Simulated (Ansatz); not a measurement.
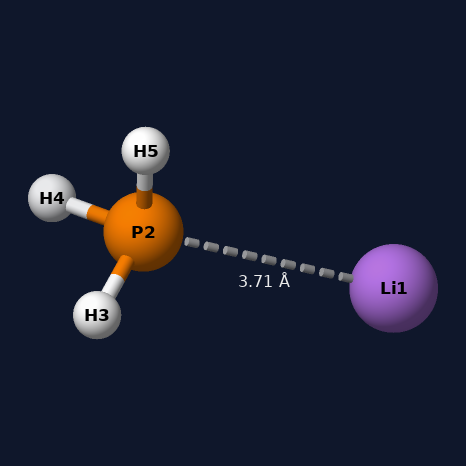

Two molecules or ions; the broken line marks their closest contact (measured against van der Waals radii). State: charge +1, singlet. Geometry: a pair of rigid molecules at a changed separation. Program: Ansatz 0.2.0.

### Which two species are they?

Li and PH3 (`P.[Li+]`).

Give the counterpoise-corrected interaction energy (kcal/mol, monomers kept as in the pair) with RHF-CCSD(T) (frozen core)/def2-TZVPPD; ωB97M-V/def2-TZVPPD.

| level | interaction energy (kcal/mol) |
| --- | --- |
| RHF-CCSD(T) (frozen core)/def2-TZVPPD | −12.4 |
| ωB97M-V/def2-TZVPPD | −12.9 |
